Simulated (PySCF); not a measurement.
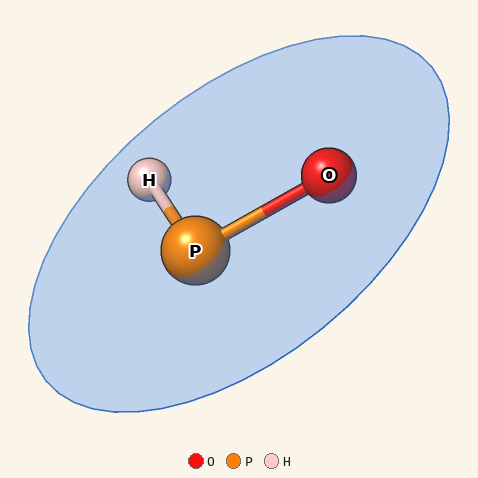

All proper rotation axes (lines) and mirror planes (discs) of the structure are drawn in. Depth is shown by fading: the farther an atom, the more it takes the colour of the background. The geometry was computed by an optimisation with PBE0-D3(BJ)/def2-SVP. No frequency run is at hand to confirm it as a minimum.

> Name the symmetry elements and the point group.

It has 1 mirror plane. Point group Cs. The group has 2 operations. The geometry is achiral, and symmetry allows a dipole moment.
